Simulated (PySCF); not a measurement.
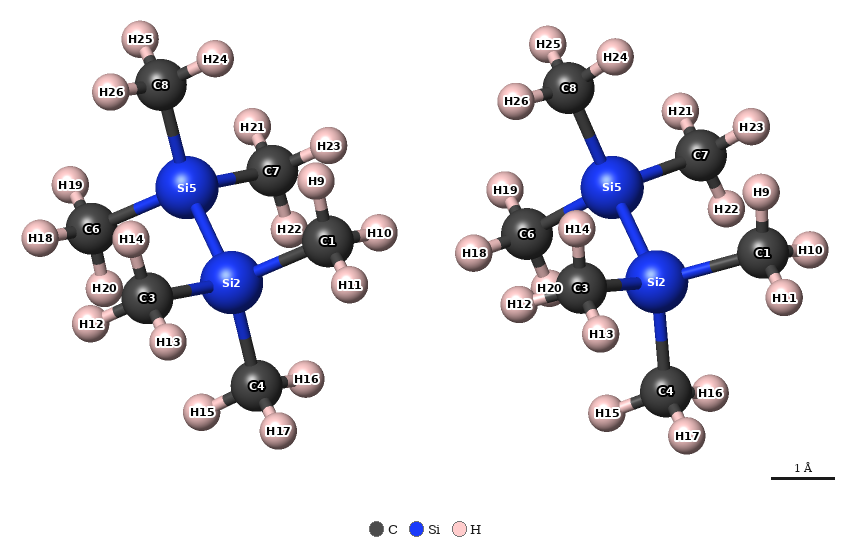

Two geometries of C6H18Si2, drawn at one scale. One is the start of a relaxation, the other its converged end. The picture is a ball-and-stick view, seen from a free direction.

The calculation used PySCF, PBE0-D3(BJ)/def2-SVP geometry optimisation, gas phase. 

Which geometry has the lower energy?

The left one is the relaxed one. The start comes from GFN2-xTB. After 9 geometry steps the energy has fallen by 14.9 kJ/mol. The largest force component goes from 0.99 to 0.0096 eV/Å. The forces were under the threshold at step 3, but the run went on from there. The largest move after the best rigid fit is that of H12, 0.45 Å. By element the largest moves are H 0.45 Å, C 0.29 Å, Si 0.01 Å. Among the contacts that change: Si2–C3 1.915 → 1.891 Å, C1–Si2 1.915 → 1.891 Å, C1–H10 1.086 → 1.102 Å. Among the angles between lasting bonds that change: C6–Si5–C7 106.8° → 109.1°.
